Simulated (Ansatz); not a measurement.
**Computed scan of one atom of the cell: TiTe2 (CdI2 type)**

Starting cell, TiTe₂ (CdI2 type):

```yaml
crystal:
  lattice:
    - [7.39497, 0.00000, 0.00000]
    - [-1.84874, 3.20212, 0.00000]
    - [0.00000, 0.00000, 6.38480]
  atoms:
    - { symbol: Ti, position: [0.00000, 0.00000, 0.00000] }
    - { symbol: Ti, position: [0.50000, 0.00000, 0.00000] }
    - { symbol: Te, position: [0.16667, 0.66667, 0.27107] }
    - { symbol: Te, position: [0.66667, 0.66667, 0.27107] }
    - { symbol: Te, position: [0.33333, 0.33333, 0.72893] }
    - { symbol: Te, position: [0.83333, 0.33333, 0.72893] }
```

In this cell atom 3 (Te, nearest neighbour Ti at 2.748 Å; its periodic images, 3.7 Å or more away, move with it) is moved by s along Cartesian [111], unit vector (0.577, 0.577, 0.577); all other atoms and the cell stay fixed.

These are PBE-D3(BJ) (plane waves to 420 eV, PAW, scalar-relativistic; Ansatz, a first-principles code) values and carry that method's errors. k mesh 6×12×6 (Γ-centred), Fermi-Dirac smearing 0.05 eV. E stands for the smeared free energy. With partly filled bands, energies and forces of such displacements shift with the k mesh and the smearing. F∥ is the force on the atom along that direction. Spin-orbit coupling is left out, though Te is heavy. The PAW data are Ansatz's earlier set. TiTe2 is run without spin polarisation. TiTe2 was relaxed with its symmetry unable to fall. The zero of ΔE is the undisplaced structure.

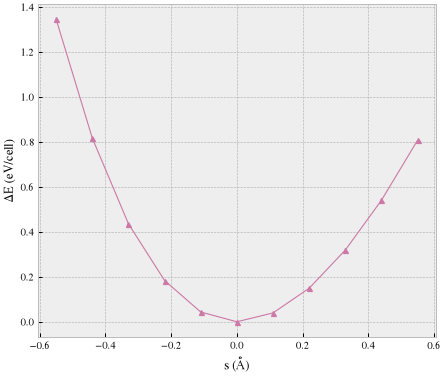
Figure: ΔE (eV/cell) against s (Å); markers are the computed points, lines only join them.

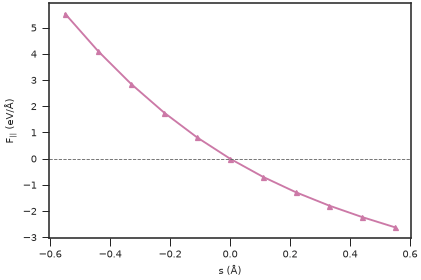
*F∥ (eV/Å) against s (Å); markers are the computed points, lines only join them.*

The force along the line at s = -0.550 Å is 5.53 eV/Å. The energy at s = 0.550 Å is 807 meV/cell. The force constant k = d²E/ds² at s = 0 (finite differences) is 6.82 eV/Å². Harmonic estimate at the end of the scan: ½ks² = 1032 meV/cell against the computed 807 meV/cell, so the well is softer than harmonic there. Shape of the curve: a single well with its minimum at or next to zero displacement.

The forces along the line at the two nearest points give (0.811 − (-0.695)) / (2·0.110) = 6.85 eV/Å²; the next pair corrects for the finite step.

(For displaced atoms, the force is minus the slope of the energy, and its curvature is a force constant, which sets phonon frequencies.)
